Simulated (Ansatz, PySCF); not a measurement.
Bond stretch in NaN, lowest singlet found (which spin is the ground state isn't settled by this scan).

Methods: UKS-BLYP = Ansatz (a quantum-chemistry and plane-wave program) with unrestricted BLYP/aug-cc-pVDZ; UKS-B3LYP = unrestricted B3LYP/aug-cc-pVDZ (Ansatz); UMP2/3-21G = unrestricted MP2 (frozen core)/3-21G run with PySCF 2.14.0.

Energies are in mEh, each relative to the lowest point of its own curve between 2.16 and 2.82 Å, where full CI is lowest.

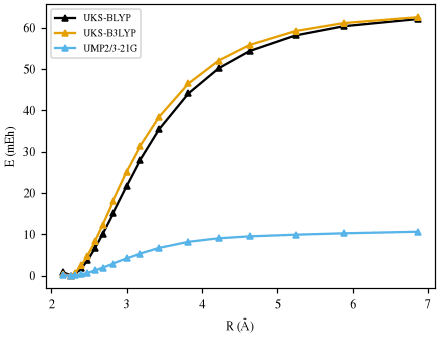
*Energy against bond length for each method.*

```json
[
 {"R / Å": "2.16", "UKS-BLYP": "0.8", "UKS-B3LYP": "0.3", "UMP2/3-21G": "0.0"},
 {"R / Å": "2.26", "UKS-BLYP": "0.0", "UKS-B3LYP": "0.0", "UMP2/3-21G": "0.0"},
 {"R / Å": "2.31", "UKS-BLYP": "0.3", "UKS-B3LYP": "0.6", "UMP2/3-21G": "0.0"},
 {"R / Å": "2.40", "UKS-BLYP": "1.7", "UKS-B3LYP": "2.5", "UMP2/3-21G": "0.3"},
 {"R / Å": "2.48", "UKS-BLYP": "3.7", "UKS-B3LYP": "4.8", "UMP2/3-21G": "0.6"},
 {"R / Å": "2.58", "UKS-BLYP": "6.6", "UKS-B3LYP": "8.3", "UMP2/3-21G": "1.2"},
 {"R / Å": "2.68", "UKS-BLYP": "10.0", "UKS-B3LYP": "12.2", "UMP2/3-21G": "1.9"},
 {"R / Å": "2.82", "UKS-BLYP": "15.0", "UKS-B3LYP": "18.0", "UMP2/3-21G": "2.9"},
 {"R / Å": "3.00", "UKS-BLYP": "21.6", "UKS-B3LYP": "25.1", "UMP2/3-21G": "4.1"},
 {"R / Å": "3.18", "UKS-BLYP": "27.9", "UKS-B3LYP": "31.3", "UMP2/3-21G": "5.3"},
 {"R / Å": "3.43", "UKS-BLYP": "35.4", "UKS-B3LYP": "38.4", "UMP2/3-21G": "6.7"},
 {"R / Å": "3.82", "UKS-BLYP": "44.1", "UKS-B3LYP": "46.5", "UMP2/3-21G": "8.2"},
 {"R / Å": "4.22", "UKS-BLYP": "50.2", "UKS-B3LYP": "52.0", "UMP2/3-21G": "9.0"},
 {"R / Å": "4.63", "UKS-BLYP": "54.3", "UKS-B3LYP": "55.8", "UMP2/3-21G": "9.5"},
 {"R / Å": "5.24", "UKS-BLYP": "58.1", "UKS-B3LYP": "59.2", "UMP2/3-21G": "9.9"},
 {"R / Å": "5.88", "UKS-BLYP": "60.3", "UKS-B3LYP": "61.1", "UMP2/3-21G": "10.2"},
 {"R / Å": "6.86", "UKS-BLYP": "62.1", "UKS-B3LYP": "62.5", "UMP2/3-21G": "10.6"}
]
```

At the longest distance, 6.86 Å, UKS-B3LYP lies highest above its minimum (62.5 mEh) and UMP2/3-21G lowest (10.6 mEh).

The scan ran from 1.70 to 8.08 Å; beyond the distances shown full CI changes its symmetry label. The unrestricted determinant behind UKS-BLYP is spin-contaminated at 2.16 to 6.86 Å (<S²> up to 1.8, against 0.00 for a pure singlet). The unrestricted determinant behind UKS-B3LYP is spin-contaminated at 2.16 to 6.86 Å (<S²> up to 1.9, against 0.00 for a pure singlet). The unrestricted determinant behind UMP2/3-21G is spin-contaminated at 2.16 to 6.86 Å (<S²> up to 2.0, against 0.00 for a pure singlet).
